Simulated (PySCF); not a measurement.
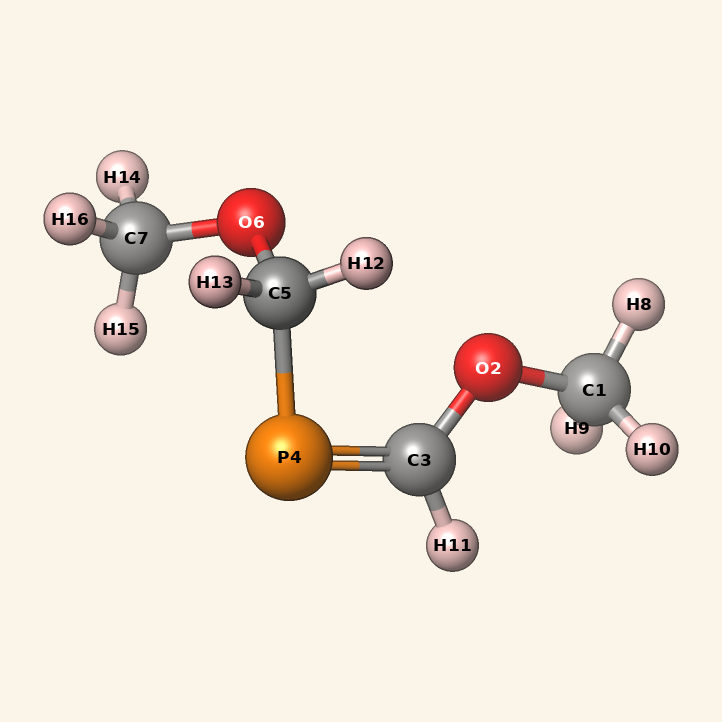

Depth is shown by fading: the farther an atom, the more it takes the colour of the background. Computed geometry: PBE0-D3(BJ)/def2-SVP optimisation. No frequency run is at hand to confirm it as a minimum.

Which atoms or bonds are stereogenic?

Answer. Double bonds: C3=P4.

Assign CIP descriptors.

Answer. C3=P4: Z.
